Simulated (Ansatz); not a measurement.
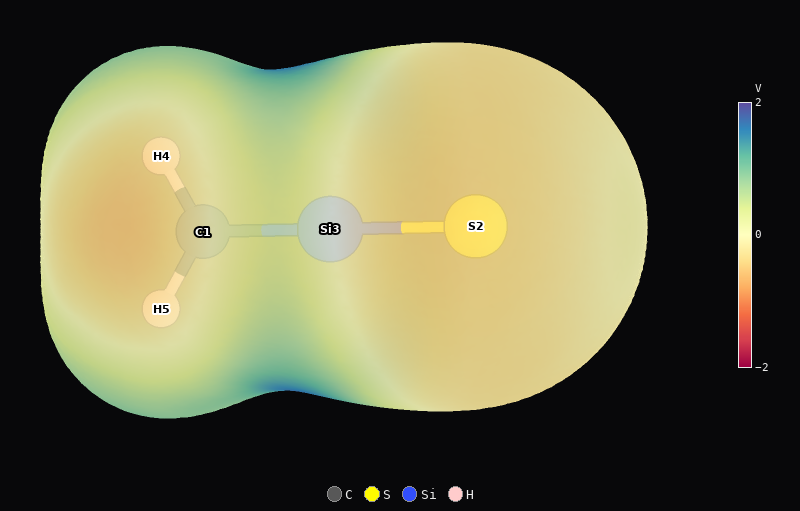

CH2SSi (SMILES C=[Si]=S). The molecular electrostatic potential painted on the density surface at 0.001 e/bohr³, seen at a tilt; the colour scale runs from red (negative) to blue (positive).

Geometry: PBE0-D4/def2-TZVP.

These are results of isolated molecule in a Gaussian basis; Kohn-Sham density functional theory, functional PBE0 in Ansatz, not measurements.

Input

```
crystal:
  periodic: [false, false, false]
  atoms:
    - symbol: C
      position_ang: [-2.369335, -1.604692, -1.116988]
    - symbol: S
      position_ang: [-0.322463, -0.207404, 1.499561]
    - symbol: Si
      position_ang: [-1.414244, -0.952845, 0.103914]
    - symbol: H
      position_ang: [-3.355982, -1.992266, -0.898271]
    - symbol: H
      position_ang: [-2.009450, -1.645049, -2.136978]
basis:
  gaussian: {orbitals: def2-TZVPD}
hamiltonian: {xc: pbe0}
output: {forces: true, orbitals: {seedname: orbitals}}
```

Run with:

```sh
ansatz run input.yaml --threads 2 --pin off --max-ram 4350MiB --events-out events.jsonl --progress --plain --runs-dir runs
```

Q: Where is the surface potential most negative and most positive?

A: The most negative region (about −0.6 V, or −14 kcal/mol for a unit charge) lies over the π face of C1, the most positive (about +1.7 V, or +39 kcal/mol for a unit charge) over Si3.
